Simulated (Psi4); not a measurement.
**Excited-state calculation of CH3OZn**

The run: excited-state calculation of CH3OZn, multiplicity 2, SMILES C[O][Zn]. Method and program: TDDFT (SVWN-RPA)/6-31G**, UKS (Psi4 1.11).

The geometry was optimised with SVWN-RPA/6-31G**.

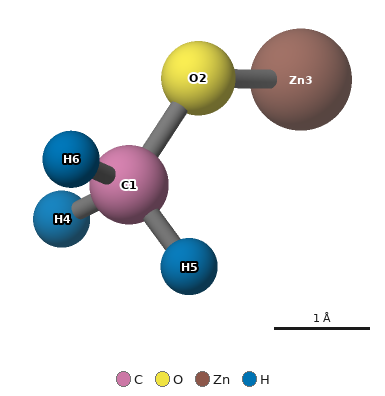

**Figure 1.** The structure (ball-and-stick view, seen at a tilt; atoms are numbered from 1 in the order of the input). Sticks mark near contacts. Bond lengths as drawn: C–H 1.11 Å, C–O 1.39 Å and O–Zn 1.74 Å.

### Input (ch3ozn.in)
```python
memory 1600 MB

molecule {
  0 2
  C      0.368533    -0.138716     0.300969
  O     -0.809998     0.570492     0.077678
  Zn    -1.699283     0.460024    -1.411762
  H      0.240394    -1.240756     0.261966
  H      1.188349     0.127396    -0.398626
  H      0.733975     0.099626     1.319470
  units angstrom
}

set {
  basis 6-31G**
  reference uks
  save_jk true
}

from psi4.driver.procrouting.response.scf_response import tdscf_excitations
E, wfn = energy('svwn', return_wfn=True)
states = tdscf_excitations(wfn, states=6, tda=False)
print_variables()
```

Command:
```bash
psi4 ch3ozn.in ch3ozn.out -n 1
```

### Output
```
Psi4 1.11 release

   => Loading Basis Set <=

    Name: 6-31G**
    Role: ORBITAL
    Keyword: BASIS

         ---------------------------------------------------------
                                   SCF
                              UKS Reference
                        1 Threads,   1525 MiB Core
         ---------------------------------------------------------

  ==> Geometry <==

    Molecular point group: c1
    Full point group: C1

    Geometry (in Angstrom), charge = 0, multiplicity = 2:

       Center              X                  Y                   Z               Mass
    ------------   -----------------  -----------------  -----------------  -----------------
         C            1.579596770122    -0.516268225973     1.187843943952    12.000000000000
         O            0.401065770122     0.192939774027     0.964552943952    15.994914619570
         ZN          -0.488219229878     0.082471774027    -0.524887056048    63.929142010000
         H            1.451457770122    -1.618308225973     1.148840943952     1.007825032230
         H            2.399412770122    -0.250156225973     0.488248943952     1.007825032230
         H            1.945038770122    -0.277926225973     2.206344943952     1.007825032230

  Running in c1 symmetry.

  Rotational constants: A =      1.76194  B =      0.14729  C =      0.13957 [cm^-1]
  Rotational constants: A =  52821.65077  B =   4415.71914  C =   4184.09627 [MHz]
  Nuclear repulsion =  156.139929679907112

  Charge       = 0
  Multiplicity = 2
  Electrons    = 47
  Nalpha       = 24
  Nbeta        = 23

  ==> Algorithm <==

  SCF Algorithm Type is DF.
  DIIS enabled.
  MOM disabled.
  Fractional occupation disabled.
  Guess Type is SAD.
  Energy threshold   = 1.00e-06
  Density threshold  = 1.00e-06
  Integral threshold = 1.00e-12

  ==> Primary Basis <==

  Basis Set: 6-31G**
    Blend: 6-31G**
    Number of shells: 33
    Number of basis functions: 84
    Number of Cartesian functions: 84
    Spherical Harmonics?: false
    Max angular momentum: 3

  ==> DFT Potential <==

   => LibXC <=

    Version 7.1.2

   => Composite Functional: SVWN <=

    Slater exchange
    Vosko, Wilk & Nusair (VWN5_RPA)

    Deriv               =              1
    GGA                 =          FALSE
    Meta                =          FALSE

    Exchange Hybrid     =          FALSE
    MP2 Hybrid          =          FALSE

   => Exchange Functionals <=

    1.0000         XC_LDA_X

   => Correlation Functionals <=

    1.0000   XC_LDA_C_VWN_RPA

   => LibXC Density Thresholds  <==

    XC_LDA_C_VWN_RPA:  1.00E-15
    XC_LDA_X:  1.00E-15

   => Molecular Quadrature <=

    Radial Scheme          =       TREUTLER
    Pruning Scheme         =           NONE
    Nuclear Scheme         =       TREUTLER

    Blocking Scheme        =         OCTREE
    BS radius alpha        =              1
    Pruning alpha          =              1
    Radial Points          =             75
    Spherical Points       =            302
    Total Points           =         130457
    Total Blocks           =           1032
    Max Points             =            256
    Max Functions          =             83
    Weights Tolerance      =       1.00E-15

   => Loading Basis Set <=

    Name: (6-31G** AUX)
    Role: JKFIT
    Keyword: DF_BASIS_SCF

  ==> Integral Setup <==

  DFHelper Memory: AOs need 0.039 GiB; user supplied 1.056 GiB.
  SCF_SUBTYPE=INCORE selected. In-core MEM_DF algorithm will be used.
  Using in-core AOs.

  ==> MemDFJK: Density-Fitted J/K Matrices <==

    J tasked:                   Yes
    K tasked:                    No
    wK tasked:                   No
    Memory [MiB]:              1080
    Algorithm:                 Core
    Schwarz Cutoff:           1E-12
    Mask sparsity (%):       2.3810
    Fitting Condition:        1E-10

   => Auxiliary Basis Set <=

  Basis Set: (6-31G** AUX)
    Blend: CC-PVDZ-JKFIT + DEF2-UNIVERSAL-JKFIT
    Number of shells: 133
    Number of basis functions: 614
    Number of Cartesian functions: 614
    Spherical Harmonics?: false
    Max angular momentum: 6

  Cached 100.0% of DFT collocation blocks in 0.062 [GiB].

  Minimum eigenvalue in the overlap matrix is 1.0822745581E-03.
  Reciprocal condition number of the overlap matrix is 1.6760958697E-04.
    Using symmetric orthogonalization.

  ==> Pre-Iterations <==

  SCF Guess: Superposition of Atomic Densities via on-the-fly atomic UHF (no occupation information).

   -------------------------
    Irrep   Nso     Nmo
   -------------------------
     A         84      84
   -------------------------
    Total      84      84
   -------------------------

  ==> Iterations <==

                           Total Energy        Delta E     RMS |[F,P]|

   @DF-UKS iter SAD: -1888.45290765400773   -1.88845e+03   0.00000e+00
   @DF-UKS iter   1: -1888.76936282226097   -3.16455e-01   4.01730e-02 ADIIS/DIIS
   @DF-UKS iter   2: -1841.13747304338767    4.76319e+01   1.00536e-01 ADIIS
   @DF-UKS iter   3: -1889.55305637343008   -4.84156e+01   3.78618e-02 ADIIS/DIIS
   @DF-UKS iter   4: -1891.23436438022713   -1.68131e+00   4.72179e-03 ADIIS/DIIS
   @DF-UKS iter   5: -1890.96924496688280    2.65119e-01   9.70851e-03 ADIIS/DIIS
   @DF-UKS iter   6: -1891.29823354086034   -3.28989e-01   1.89437e-03 ADIIS/DIIS
   @DF-UKS iter   7: -1891.30710166593713   -8.86813e-03   5.69846e-04 ADIIS/DIIS
   @DF-UKS iter   8: -1891.30801465216564   -9.12986e-04   8.42389e-05 DIIS
   @DF-UKS iter   9: -1891.30803999658542   -2.53444e-05   2.40601e-05 DIIS
   @DF-UKS iter  10: -1891.30804136666575   -1.37008e-06   3.64973e-06 DIIS
   @DF-UKS iter  11: -1891.30804140237888   -3.57131e-08   1.50165e-06 DIIS
   @DF-UKS iter  12: -1891.30804141060185   -8.22297e-09   3.06622e-07 DIIS
  Energy and wave function converged.

  ==> Post-Iterations <==

   Electrons on quadrature grid:
      Nalpha   =   23.9999870018 ; deviation = -1.300e-05
      Nbeta    =   22.9999878218 ; deviation = -1.218e-05
      Ntotal   =   46.9999748236 ; deviation = -2.518e-05

   @Spin Contamination Metric:   1.146378772E-03
   @S^2 Expected:                7.500000000E-01
   @S^2 Observed:                7.511463788E-01
   @S   Expected:                5.000000000E-01
   @S   Observed:                5.000000000E-01

    Orbital Energies [Eh]
    ---------------------

    Alpha Occupied:

       1A   -345.007080     2A    -41.590170     3A    -36.719036
       4A    -36.717369     5A    -36.716715     6A    -18.628459
       7A     -9.842136     8A     -4.568519     9A     -3.019487
      10A     -3.018667    11A     -3.016975    12A     -0.907593
      13A     -0.606979    14A     -0.453151    15A     -0.408806
      16A     -0.407076    17A     -0.371851    18A     -0.371039
      19A     -0.369315    20A     -0.368871    21A     -0.347794
      22A     -0.259107    23A     -0.229913    24A     -0.191913

    Alpha Virtual:

      25A     -0.058976    26A     -0.051298    27A      0.010370
      28A      0.076589    29A      0.108415    30A      0.119094
      31A      0.132948    32A      0.146786    33A      0.157884
      34A      0.181334    35A      0.272237    36A      0.482797
      37A      0.519916    38A      0.540874    39A      0.765031
      40A      0.774882    41A      0.838222    42A      0.896411
      43A      0.919128    44A      0.956380    45A      1.056473
      46A      1.094057    47A      1.204419    48A      1.234299
      49A      1.238119    50A      1.298633    51A      1.390135
      52A      1.485798    53A      1.562015    54A      1.721282
      55A      1.826369    56A      1.896346    57A      1.900947
      58A      1.939115    59A      1.942966    60A      1.959157
      61A      1.984948    62A      1.986598    63A      2.058757
      64A      2.070954    65A      2.244613    66A      2.245386
      67A      2.254470    68A      2.259849    69A      2.279645
      70A      2.290613    71A      2.426346    72A      2.485821
      73A      2.591903    74A      2.595198    75A      2.685364
      76A      2.738690    77A      2.805853    78A      3.048183
      79A      3.137507    80A      3.312503    81A      3.332667
      82A      3.776467    83A      4.315158    84A     47.060507

    Beta Occupied:

       1A   -345.006229     2A    -41.588780     3A    -36.716900
       4A    -36.716490     5A    -36.715897     6A    -18.623251
       7A     -9.842110     8A     -4.565701     9A     -3.016174
      10A     -3.015707    11A     -3.014168    12A     -0.899587
      13A     -0.604047    14A     -0.446515    15A     -0.405155
      16A     -0.405143    17A     -0.367585    18A     -0.367386
      19A     -0.365273    20A     -0.365093    21A     -0.342046
      22A     -0.247773    23A     -0.224785

    Beta Virtual:

      24A     -0.158338    25A     -0.041405    26A     -0.035020
      27A      0.020952    28A      0.086947    29A      0.115101
      30A      0.125738    31A      0.134380    32A      0.154276
      33A      0.169860    34A      0.189824    35A      0.289553
      36A      0.484840    37A      0.520736    38A      0.543798
      39A      0.767491    40A      0.775388    41A      0.840202
      42A      0.901245    43A      0.923811    44A      0.959486
      45A      1.067343    46A      1.101895    47A      1.231947
      48A      1.246250    49A      1.247938    50A      1.303731
      51A      1.396242    52A      1.492280    53A      1.568920
      54A      1.727120    55A      1.828241    56A      1.904303
      57A      1.908085    58A      1.945595    59A      1.949671
      60A      1.960516    61A      1.989154    62A      1.993865
      63A      2.079982    64A      2.089302    65A      2.254539
      66A      2.255398    67A      2.267221    68A      2.271958
      69A      2.292820    70A      2.306393    71A      2.430345
      72A      2.489012    73A      2.594494    74A      2.602264
      75A      2.687189    76A      2.739831    77A      2.811632
      78A      3.049221    79A      3.143731    80A      3.312892
      81A      3.334496    82A      3.783734    83A      4.315909
      84A     47.064769

    Final Occupation by Irrep:
              A
    DOCC [    23 ]
    SOCC [     1 ]
    NA   [    24 ]
    NB   [    23 ]

  @DF-UKS Final Energy: -1891.30804141060185

   => Energetics <=

    Nuclear Repulsion Energy =            156.1399296799071124
    One-Electron Energy =               -2950.1458666958815229
    Two-Electron Energy =                 986.0872022463952362
    DFT Exchange-Correlation Energy =     -83.3893066410227703
    Empirical Dispersion Energy =           0.0000000000000000
    VV10 Nonlocal Energy =                  0.0000000000000000
    Total Energy =                      -1891.3080414106018452

  UHF NO Occupations:
  HONO-2 :   22  A 1.9998416
  HONO-1 :   23  A 1.9997200
  HONO-0 :   24  A 1.0000000
  LUNO+0 :   25  A 0.0002800
  LUNO+1 :   26  A 0.0001584
  LUNO+2 :   27  A 0.0000813
  LUNO+3 :   28  A 0.0000196

Computation Completed

Properties will be evaluated at   0.000000,   0.000000,   0.000000 [a0]

Properties computed using the SCF density matrix

 Multipole Moments:

 ------------------------------------------------------------------------------------
     Multipole            Electronic (a.u.)      Nuclear  (a.u.)        Total (a.u.)
 ------------------------------------------------------------------------------------

 L = 1.  Multiply by 2.5417464519 to convert [e a0] to [Debye]
 Dipole X            :         -7.1069930            7.2479297            0.1409366
 Dipole Y            :          2.0727231           -2.3174252           -0.2447022
 Dipole Z            :         -5.8565265            5.5563813           -0.3001452
 Magnitude           :                                                    0.4121036

 ------------------------------------------------------------------------------------

	total time  =          4 seconds =       0.07 minutes

******************************************************************************************
**********                               WARNING                                **********
**********       The names of excited state variables changed between 1.5       **********
**********     and 1.6. For a quick solution, remove the symmetry specifier     **********
**********   from the variable name. For full details, see 'Notes on Psivars'   **********
**********                        in the documentation.                         **********
******************************************************************************************

         ---------------------------------------------------------
                         TDSCF excitation energies
         ---------------------------------------------------------

  ==> Options <==

     Residual threshold  : 1.0000e-04
     Initial guess       : denominators
     Reference           : UHF
     Solver type         : RPA (Hamiltonian)

  ==> Requested Excitations <==

      6 singlet states with A symmetry

  ==> Seeking the lowest 6 singlet states with A symmetry

                        Generalized Hamiltonian Solver

  ==> Options <==

    Max number of iterations        = 60
    Eigenvector tolerance           = 1.0000e-04
    Max number of expansion vectors = 1200

  => Iterations <=
                              Max[D[value]]     Max[|R|]   # vectors
  HamiltonianSolver iter   1:   1.77447e-01  1.46673e-01     24
  HamiltonianSolver iter   2:   7.75776e-03  4.69614e-02     30
  HamiltonianSolver iter   3:   4.39349e-04  1.33470e-02     42
  HamiltonianSolver iter   4:   3.06315e-05  3.81944e-03     54
  HamiltonianSolver iter   5:   3.01249e-06  8.58821e-04     66
  HamiltonianSolver iter   6:   7.81411e-08  2.99869e-04     76
  HamiltonianSolver iter   7:   7.56380e-09  1.03123e-04     84
  HamiltonianSolver iter   8:   8.39708e-10  4.33446e-05     86      Converged

******************************************************************************************
**********                               WARNING                                **********
**********  Length-gauge rotatory strengths are **NOT** gauge-origin invariant  **********
******************************************************************************************

                                    Excitation Energy         Total Energy        Oscillator Strength             Rotatory Strength
     #   Sym: GS->ES (Trans)        au              eV              au          au (length)    au (velocity)    au (length)    au (velocity)
    ---- -------------------- --------------- --------------- --------------- --------------- --------------- --------------- ---------------
     1        A->A (1 A)       0.06651         1.80984        -1891.24153      0.0009          0.0010          0.0000          0.0000
     2        A->A (1 A)       0.09800         2.66662        -1891.21005      0.0441          0.0428         -0.0000         -0.0000
     3        A->A (1 A)       0.13570         3.69245        -1891.17235      0.0977          0.0744          0.0002          0.0002
     4        A->A (1 A)       0.14321         3.89699        -1891.16483      0.1024          0.0719         -0.0002         -0.0002
     5        A->A (1 A)       0.17036         4.63575        -1891.13768      0.0003          0.0006          0.0000          0.0000
     6        A->A (1 A)       0.17605         4.79057        -1891.13199      0.0027          0.0020         -0.0000         -0.0000

Contributing excitations and de-excitations
Only contributions with abs(coeff) > 1.00e-01 will be printed:

Excited State    1 (1 A):   0.06651 au   685.05 nm f = 0.0009
Alpha orbitals:
  Sums of squares: Xssq =  2.572283e-03; Yssq =  7.229250e-04; Xssq - Yssq =  1.849358e-03
Beta orbitals:
  Sums of squares: Xssq =  9.981910e-01; Yssq =  4.037973e-05; Xssq - Yssq =  9.981506e-01
     23a (b) ->  24a (b)    0.999043 (99.809%)

Excited State    2 (1 A):   0.09800 au   464.95 nm f = 0.0441
Alpha orbitals:
  Sums of squares: Xssq =  3.469281e-02; Yssq =  4.888096e-03; Xssq - Yssq =  2.980471e-02
     23a (a) ->  26a (a)   -0.120418 ( 1.450%)
Beta orbitals:
  Sums of squares: Xssq =  9.733465e-01; Yssq =  3.151226e-03; Xssq - Yssq =  9.701953e-01
     22a (b) ->  24a (b)    0.983721 (96.771%)

Excited State    3 (1 A):   0.13570 au   335.78 nm f = 0.0977
Alpha orbitals:
  Sums of squares: Xssq =  9.767558e-01; Yssq =  5.896366e-04; Xssq - Yssq =  9.761662e-01
     24a (a) ->  25a (a)    0.985924 (97.205%)
Beta orbitals:
  Sums of squares: Xssq =  2.560348e-02; Yssq =  1.769641e-03; Xssq - Yssq =  2.383383e-02
     22a (b) ->  25a (b)   -0.100689 ( 1.014%)

Excited State    4 (1 A):   0.14321 au   318.15 nm f = 0.1024
Alpha orbitals:
  Sums of squares: Xssq =  9.822008e-01; Yssq =  5.031540e-04; Xssq - Yssq =  9.816977e-01
     24a (a) ->  26a (a)   -0.989422 (97.896%)
Beta orbitals:
  Sums of squares: Xssq =  1.974758e-02; Yssq =  1.445243e-03; Xssq - Yssq =  1.830233e-02
     22a (b) ->  26a (b)    0.112387 ( 1.263%)

Excited State    5 (1 A):   0.17036 au   267.45 nm f = 0.0003
Alpha orbitals:
  Sums of squares: Xssq =  9.918751e-01; Yssq =  9.722215e-06; Xssq - Yssq =  9.918654e-01
     23a (a) ->  25a (a)   -0.995856 (99.173%)
Beta orbitals:
  Sums of squares: Xssq =  8.199736e-03; Yssq =  6.511627e-05; Xssq - Yssq =  8.134620e-03

Excited State    6 (1 A):   0.17605 au   258.81 nm f = 0.0027
Alpha orbitals:
  Sums of squares: Xssq =  6.866542e-01; Yssq =  1.235181e-04; Xssq - Yssq =  6.865306e-01
     23a (a) ->  26a (a)    0.826867 (68.371%)
Beta orbitals:
  Sums of squares: Xssq =  3.148078e-01; Yssq =  1.338477e-03; Xssq - Yssq =  3.134694e-01
     21a (b) ->  24a (b)    0.154101 ( 2.375%)
     23a (b) ->  26a (b)   -0.529692 (28.057%)

******************************************************************************************
**********                               WARNING                                **********
**********       The names of excited state variables changed between 1.5       **********
**********     and 1.6. For a quick solution, remove the symmetry specifier     **********
**********   from the variable name. For full details, see 'Notes on Psivars'   **********
**********                        in the documentation.                         **********
******************************************************************************************

  Variable Map:
  ----------------------------------------------------------------------------
  "CURRENT ENERGY"              =>   -1891.308041410602
  "CURRENT REFERENCE ENERGY"    =>   -1891.308041410602
  "DD SOLVATION ENERGY"         =>       0.000000000000
  "DFT FUNCTIONAL TOTAL ENERGY" =>   -1891.308041410602
  "DFT TOTAL ENERGY"            =>   -1891.308041410602
  "DFT VV10 ENERGY"             =>       0.000000000000
  "DFT XC ENERGY"               =>     -83.389306641023
  "GRID ELECTRONS ALPHA"        =>      23.999987001815
  "GRID ELECTRONS BETA"         =>      22.999987821818
  "GRID ELECTRONS TOTAL"        =>      46.999974823633
  "NUCLEAR REPULSION ENERGY"    =>     156.139929679907
  "ONE-ELECTRON ENERGY"         =>   -2950.145866695882
  "PCM POLARIZATION ENERGY"     =>       0.000000000000
  "PE ENERGY"                   =>       0.000000000000
  "SCF ITERATION ENERGY"        =>   -1891.308041410602
  "SCF ITERATIONS"              =>      12.000000000000
  "SCF TOTAL ENERGY"            =>   -1891.308041410602
  "TWO-ELECTRON ENERGY"         =>     986.087202246395
  "XC GRID RADIAL POINTS"       =>      75.000000000000
  "XC GRID SPHERICAL POINTS"    =>     302.000000000000
  "XC GRID TOTAL POINTS"        =>  130457.000000000000

  Array Variable Map:
  ----------------------------------------------------------------------------
  "CURRENT DIPOLE"              =>       0.140936648224 ... -0.300145165106 1 by 3
  "SCF DIPOLE"                  =>       0.140936648224 ... -0.300145165106 1 by 3
  "SCF TOTAL ENERGIES"          =>   -1888.452907654008 ... -1891.308041410602 1 by 13

    Psi4 run time: 0:00:26.24
```

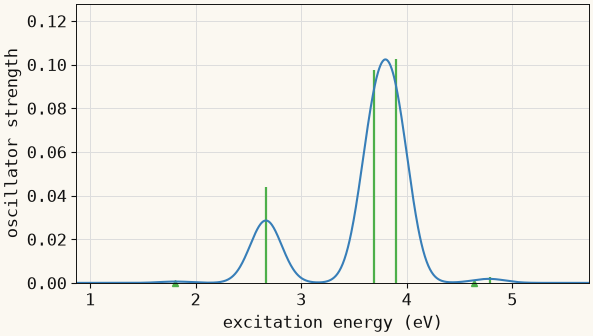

**Figure 2.** Computed excitations as sticks (degenerate states added up, dark ones marked on the axis), with a Gaussian envelope of 0.35 eV full width at half maximum, scaled to the tallest. Of the 6 states the lowest lies at 1.81 eV (f = 0.001); the strongest line is at 3.90 eV, or 318 nm (f = 0.102).

### Summary

- outcome: converged
- total energy: −1891.308041 hartree
- basis functions: 84
- ⟨S²⟩: 0.751
- dipole moment: 1.05 D
- lowest excitation: 1.81 eV
- hardware: 1 thread of Intel Xeon @ 2.90GHz (Ice Lake), 64 GiB of memory available, shared host
- wall time: 28 s
- peak memory: 0.34 GiB
